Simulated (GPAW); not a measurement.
# Surface energy and work function of Al(111) from slabs of 3 to 12 layers (RPBE)

How do energy and work function of Al(111) films settle with thickness, and what surface energy follows?

**Method.** GPAW 26.7.0, plane waves at 450 eV with PAW setups; symmetric 1×1 slabs cut at the tabulated lattice constant (two decimals; low-temperature values for the alkali metals), atoms at bulk places, 7.5 Å of vacuum on each side, one in-plane mesh for all thicknesses, Fermi-Dirac smearing of 0.1 eV. Energies are extrapolated to zero smearing and count from the program's reference atoms. Functional RPBE. The cell's area is 7.102 Å².

The runs, one held back:

```
layers  energy (eV)  work function (eV)
     3      −9.8206                3.81
     4     −13.2538                3.98
     5     −16.7523                4.04
     6     −20.2470                3.98
     7     −23.7223                3.97
     8     −27.2181                4.02
     9     −30.7113                3.99
    10     −34.1869                3.96
    11     −37.6646                4.00
    12            ?                   ?
```

To predict: What surface energy do these runs give, and what energy and work function should the 12-layer slab have?

**Working.** A slab of n layers has E(n) = nε + 2Aγ once its middle is bulk-like. A line through n = 6 to 11 has the slope ε = −3.4850 eV a layer and the intercept 2Aγ = 0.6641 eV (r.m.s. residual 6.2 meV). So γ = 0.6641 / (2 × 7.102 Å²) = 0.0468 eV/Å² = 0.75 J/m², with a standard error of about 0.02 J/m² from the scatter about the line. For 12 layers: 0.6641 + 12 × (−3.4850) = −41.156 eV; the run gives −41.155 eV, 0.7 meV over the line. The work function has no such law: from 6 to 11 layers it moves between 3.96 and 4.02 eV (mean 3.99), and the 12-layer slab gives 4.00 eV. The thinnest slab, 3 layers, lies −0.18 eV from that mean. The values go up and down with thickness, as expected where levels confined across the film cross the Fermi level one by one. The measured value for this face is 4.32 eV (“Properties of real metallic surfaces: Effects of density functional semilocality and van der Waals nonlocality” (2017, arxiv:1702.08515)); the unrelaxed 12-layer slab lies 0.32 eV under it.

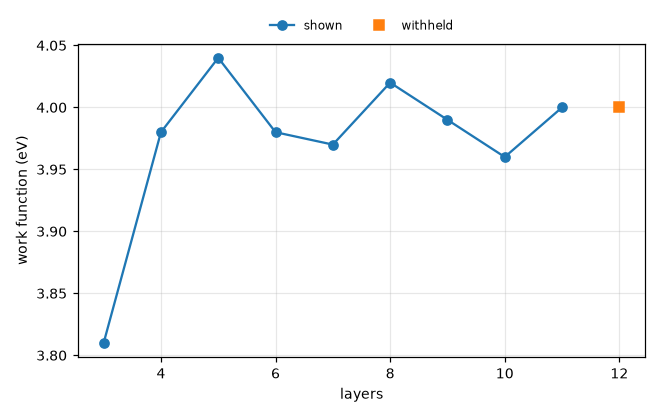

Work function against thickness.

**Limits.** The surfaces are unrelaxed, so γ is an upper bound for this functional and lattice constant. The tabulated lattice constant isn't the functional's own, which strains the slab a little.

[Logs are printed without paths, hosts, clocks, repeated set-up lines and the standing remarks that a program may print on its own settings, such as how far it seeks lower states.]
